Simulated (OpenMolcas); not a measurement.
CH5BSi: single-point calculation (part 2 of 2)

CH5BSi; SOS-MP2/ANO-RCC-VDZP, RHF, DKH2 (OpenMolcas 26.06). The geometry: force field.

### What the program printed, continued
```
 *****************************************************************************************************************************
 *                                             SCF/KS-DFT Program, Final results                                             *
 *                                                       Final Results                                                       *
 *****************************************************************************************************************************

::    Total SCF energy                               -354.9388102324
      One-electron energy                            -668.2811949873
      Two-electron energy                             223.0135953666
      Nuclear repulsion energy                         90.3287893884
      Kinetic energy (interpolated)                   359.2484412449
      Virial theorem                                    0.9880037586
      Total spin, S(S+1)                                0.0000000000
      Total spin, S                                     0.0000000000
      Max non-diagonal density matrix element           0.0000025433
      Max non-diagonal Fock matrix element              0.0000008532

      All orbitals with orbital energies smaller than  E(LUMO)+0.5 are printed

++    Molecular orbitals:
      -------------------

      Title: SCF orbitals

      Molecular orbitals for symmetry species 1: a

          Orbital            1         2         3         4         5         6         7         8         9        10
          Energy          -68.9117  -11.2124   -7.6026   -6.1313   -4.2111   -4.2090   -4.2087   -0.9830   -0.6945   -0.6203
          Occ. No.          2.0000    2.0000    2.0000    2.0000    2.0000    2.0000    2.0000    2.0000    2.0000    2.0000

          Orbital           11        12        13        14        15        16        17        18        19        20
          Energy           -0.5946   -0.5486   -0.4831   -0.4190   -0.2973    0.0849    0.0935    0.1166    0.1488    0.1528
          Occ. No.          2.0000    2.0000    2.0000    2.0000    2.0000    0.0000    0.0000    0.0000    0.0000    0.0000

          Orbital           21        22        23        24        25        26        27        28        29        30
          Energy            0.1709    0.2138    0.2433    0.3166    0.3269    0.3783    0.4337    0.4521    0.4565    0.5068
          Occ. No.          0.0000    0.0000    0.0000    0.0000    0.0000    0.0000    0.0000    0.0000    0.0000    0.0000

          Orbital           31        32
          Energy            0.5613    0.5645
          Occ. No.          0.0000    0.0000

--

++    Molecular charges:
      ------------------

      Mulliken charges per centre and basis function type
      ---------------------------------------------------

                B1      C2      SI3     H4      H5      H6      H7      H8
      1s       2.0010  1.9987  2.0000  1.0958  0.9685  0.9531  1.0834  1.0806
      2s       1.1140  0.9795  1.9943 -0.0138  0.0083  0.0045 -0.0020 -0.0013
      2px      0.4783  1.0768  1.9997  0.0112  0.0188  0.0218  0.0081  0.0103
      2pz      0.3390  0.9987  1.9995  0.0071  0.0305  0.0161  0.0094  0.0147
      2py      0.9227  0.9845  1.9997  0.0116  0.0148  0.0229  0.0127  0.0034
      3s       0.0027 -0.0178  0.9337  0.0000  0.0000  0.0000  0.0000  0.0000
      3px     -0.0058 -0.0162  0.8694  0.0000  0.0000  0.0000  0.0000  0.0000
      3pz     -0.0058 -0.0233  0.8168  0.0000  0.0000  0.0000  0.0000  0.0000
      3py     -0.0066 -0.0207  0.7130  0.0000  0.0000  0.0000  0.0000  0.0000
      4s       0.0000  0.0000 -0.0253  0.0000  0.0000  0.0000  0.0000  0.0000
      3d2+     0.0226  0.0095  0.0800  0.0000  0.0000  0.0000  0.0000  0.0000
      3d1+     0.0307  0.0137  0.0798  0.0000  0.0000  0.0000  0.0000  0.0000
      3d0      0.0162  0.0084  0.0291  0.0000  0.0000  0.0000  0.0000  0.0000
      3d1-     0.0148  0.0112  0.0957  0.0000  0.0000  0.0000  0.0000  0.0000
      3d2-     0.0244  0.0180  0.0630  0.0000  0.0000  0.0000  0.0000  0.0000
      4px      0.0000  0.0000 -0.0092  0.0000  0.0000  0.0000  0.0000  0.0000
      4pz      0.0000  0.0000 -0.0095  0.0000  0.0000  0.0000  0.0000  0.0000
      4py      0.0000  0.0000  0.0105  0.0000  0.0000  0.0000  0.0000  0.0000
      Total    4.9482  6.0210 13.6403  1.1119  1.0409  1.0184  1.1116  1.1077

      N-E      0.0518 -0.0210  0.3597 -0.1119 -0.0409 -0.0184 -0.1116 -0.1077

      Total electronic charge=   30.000000

      Total            charge=   -0.000000
--

++    Static properties:
      ------------------

      LoProp Charges per center

                   B1       C2       SI3      H4       H5       H6       H7       H8
      Nuclear      5.0000   6.0000  14.0000   1.0000   1.0000   1.0000   1.0000   1.0000
      Electronic  -5.0281  -6.5362 -13.5189  -0.9851  -0.8674  -0.8731  -1.0966  -1.0945

      Total       -0.0281  -0.5362   0.4811   0.0149   0.1326   0.1269  -0.0966  -0.0945
--

++    Natural Bond Order analysis
      ---------------------------
      Based on LoProp computed density
      -------------------------------------------------------------------------------------
      Atom A       Atom B       Bond Order
      -------------------------------------------------------------------------------------
      NBO located      0.993 non-bonded electrons on atom B1
      NBO located      0.998 non-bonded electrons on atom C2
      NBO located      1.005 non-bonded electrons on atom SI3
      NBO located      1.000 non-bonded electrons on atom SI3
      NBO located      0.998 non-bonded electrons on atom SI3
      NBO located      0.999 non-bonded electrons on atom SI3
      NBO located      0.999 non-bonded electrons on atom SI3
      The remaining   10.874 electrons are to be considered as diffuse
--

++    Molecular properties:
      ---------------------

      Charge (e):
                      =   -0.0000
      Dipole Moment (debye):
      Origin of the operator (angstrom)=    0.1500   -0.2381    0.0190
                   X=  5.3681E-01               Y=  5.7829E-01               Z=  7.5484E-01           Total=  1.0920E+00
      Quadrupole Moment (debye*angstrom):
      Origin of the operator (angstrom)=    0.1500   -0.2381    0.0190
                  XX= -2.8091E+01              XY=  1.4364E-01              XZ= -1.4565E+00              YY= -2.8521E+01
                  YZ= -9.8122E-01              ZZ= -2.7456E+01
      In traceless form (debye*angstrom)
                  XX= -1.0218E-01              XY=  2.1545E-01              XZ= -2.1847E+00              YY= -7.4716E-01
                  YZ= -1.4718E+00              ZZ=  8.4934E-01
--

--- Stop Module: scf /rc=_RC_ALL_IS_WELL_ ---
--- Module scf spent 2 seconds ---

--- Start Module: mbpt2 ---

                                               &MBPT2

                       available to each process: 1.9 GB of memory, 1 thread

WARNING!
Default frozen orbitals as non valence orbitals is overwritten by user input.
Default values:   4

      Cartesian coordinates in angstrom:
      -----------------------------------------------------
      No.  Label        X            Y            Z
      -----------------------------------------------------
       1   B1        -0.89370000   0.20670000  -0.56350000
       2   C2         0.14370000   0.78820000   0.42790000
       3   SI3        0.58100000  -0.89040000   0.07610000
       4   H4        -1.84520000   0.41160000  -1.22510000
       5   H5        -0.24670000   0.96460000   1.43140000
       6   H6         0.81060000   1.57630000  -0.01830000
       7   H7         0.04810000  -1.96310000   0.90570000
       8   H8         1.49440000  -1.15110000  -1.09000000
      -----------------------------------------------------
      Nuclear repulsion energy =   90.32878939

      Contents of RUNFILE file:
      -------------------------

      Symmetry species                           1
                                                 a
      Number of basis functions                 71
      Frozen occupied orbitals                   6
      Active occupied orbitals                   9
      Active external orbitals                  56
      Deleted external orbitals                  0

      Reference numbers of frozen occupied orbitals according to the original input sequence
      symmetry species 1                        1  2  3  4  5  6

      Energies of the active occupied orbitals

      symmetry species 1                    -4.208663     -0.982959     -0.694484     -0.620303     -0.594568
                                            -0.548581     -0.483135     -0.418953     -0.297255

      Energies of the active external orbitals

      symmetry species 1                     0.084950      0.093462      0.116559      0.148758      0.152846
                                             0.170906      0.213840      0.243288      0.316553      0.326949
                                             0.378301      0.433737      0.452091      0.456526      0.506780
                                             0.561317      0.564461      0.621979      0.637767      0.652195
                                             0.717700      0.725139      0.742373      0.761846      0.849690
                                             0.917975      0.950038      0.982107      1.029487      1.079810
                                             1.106248      1.114586      1.194255      1.308845      1.338238
                                             1.425818      1.443852      1.515417      1.649204      1.728873
                                             1.819821      1.836410      1.885705      1.902263      1.935341
                                             2.016276      2.082940      2.165384      2.180030      2.339321
                                             2.375833      2.446880      2.562237      2.890898      3.038877
                                             3.620113

      ********************************************************************************************************
      *                                               Results                                                *
      ********************************************************************************************************

       Opposite-Spin (OS) scaling factor    =        1.3000000000
       SCF energy                           =     -354.9388102324 a.u.
       SOS 2nd-order correlation energy     =       -0.3344764652 a.u.

       Total SOS-MP2 energy                 =     -355.2732866975 a.u.

::    Total MBPT2 energy                             -355.2732866975

       Zeroth-order energy (E0)             =     -131.9252148658 a.u.

       Shanks-type energy S1(E)             =     -355.2737890998 a.u.

--- Stop Module: mbpt2 /rc=_RC_ALL_IS_WELL_ ---

.##################.
.# Happy landing! #.
.##################.

    Timing: Wall=13.49 User=12.62 System=0.86
```

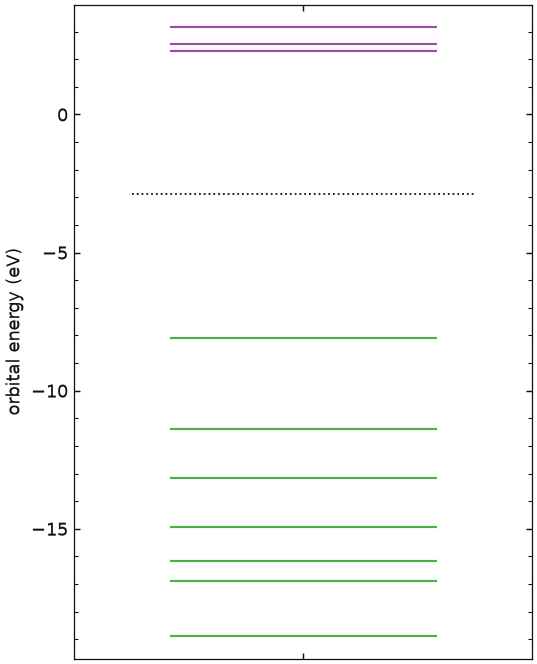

Fig. 1: Orbital energies near the frontier (SCF reference); the dotted line parts filled from empty levels, and levels within 0.02 eV of each other stand side by side. Highest filled −8.09 eV, lowest empty 2.31 eV, 10.40 eV apart.

This output came from the following input.

### Input file
```
&gateway
 coord
 8
 angstrom
 B       -0.893700       0.206700      -0.563500
 C        0.143700       0.788200       0.427900
 Si       0.581000      -0.890400       0.076100
 H       -1.845200       0.411600      -1.225100
 H       -0.246700       0.964600       1.431400
 H        0.810600       1.576300      -0.018300
 H        0.048100      -1.963100       0.905700
 H        1.494400      -1.151100      -1.090000
 basis
 ANO-RCC-VDZP
 group
 NoSym

&seward
 high

&scf
 prorbitals
 1 1

&mbpt2
 sosmp2
 frozen
 6
```

Launched with:
```bash
export MOLCAS_MEM=1860
pymolcas job.inp > job.log
```

### Results in brief

| quantity | value |
| --- | --- |
| outcome | converged |
| total energy | −355.273287 hartree |
| SCF energy | −354.938810 hartree |
| correlation energy | −0.334476 hartree |
| basis functions | 71 |
| HOMO of the SCF reference | −8.09 eV |
| LUMO of the SCF reference | 2.31 eV |
| hardware | 1 thread of Arm Neoverse V1, 24 GiB of memory available, shared host |
| wall time | 14 s |
| peak memory | 0.099 GiB |

Settings chosen away from the usual ones: frozen set to 6 (from 7).
